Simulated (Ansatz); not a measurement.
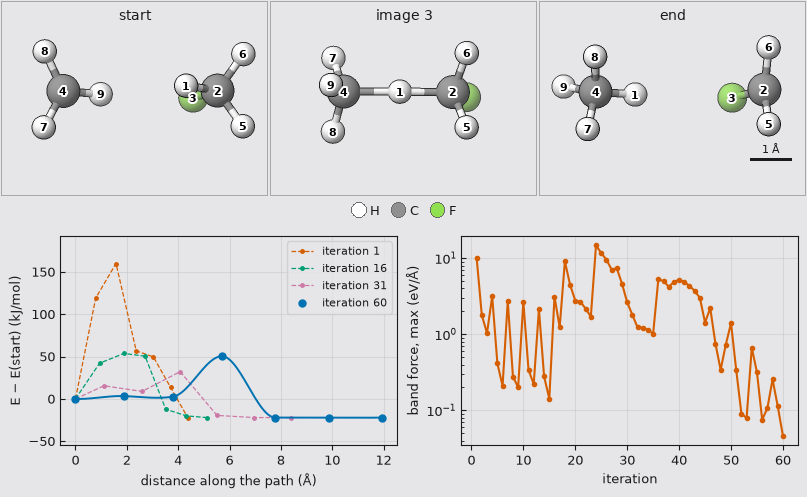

NEB run on C2H6F (multiplicity 2), made up at the start of CH3F and CH₃. Images are numbered from 0 (start) to 6 (end). The plot follows the band through its iterations. A ball-and-stick model, seen face on.

Method: Ansatz 0.2.0, UKS PBE0/def2-SVP. Settings: 5 movable images; climbing image; force threshold 0.05 eV/Å; iteration limit 60; starting path through a guess of the saddle point.

### How did the profile develop, and is the result final?

The result is final at these settings. The band converged in 60 iterations. The largest component of the band force went from 10 to 0.046 eV/Å. The climbing image converged on the top of the path. Its vibrational analysis gives one imaginary mode (1544i cm⁻¹), as a transition state must have. The first iteration put the highest image at 159.9 kJ/mol. The highest point, image 3, lies 50.4 kJ/mol above the start and 72.5 kJ/mol above the end; the end is at −22.1 kJ/mol relative to the start.

Limits of the set-up: the start holds two separate molecules, 2.3 Å apart at their closest, whose relative position is a soft coordinate and is computed without a dispersion correction.
